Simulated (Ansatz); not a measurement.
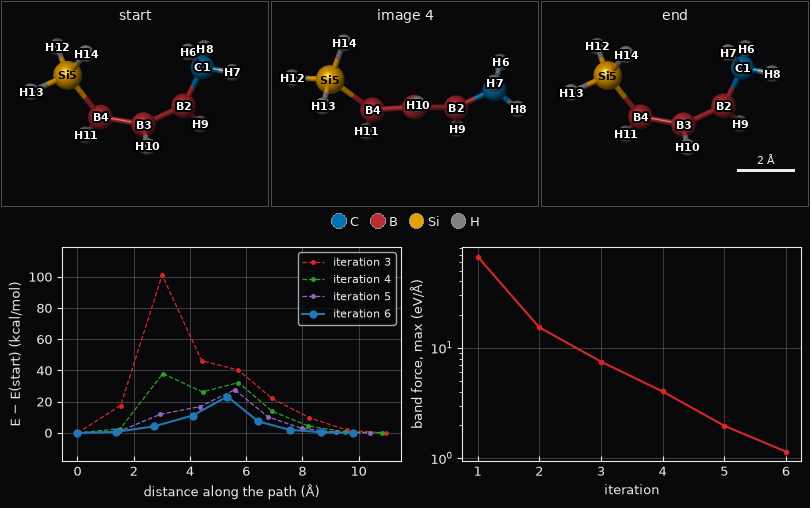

NEB run on CH₉B₃Si. Images are numbered from 0 (start) to 8 (end). The plot follows the band through its iterations. The picture is a ball-and-stick view, seen at a tilt.

Theory: Ansatz 0.2.0, RKS B3LYP/6-31G. Settings: 7 movable images; climbing image; force threshold 0.03 eV/Å; iteration limit 6; starting path through a guess of the saddle point.

### Did the band converge, and can the barrier be trusted?

The result isn't final. The band hadn't converged when the run stopped after 6 iterations. The largest component of the band force went from 67 to 1.1 eV/Å. The barrier read from it is provisional: over the last two iterations the highest image moved from 38.0 kcal/mol to 23.3 kcal/mol. The iteration limit was low. The first iteration put the highest image at 616.5 kcal/mol. The barrier is about 23.3 kcal/mol in both directions, with image 4 at the top; the ends have the same energy.
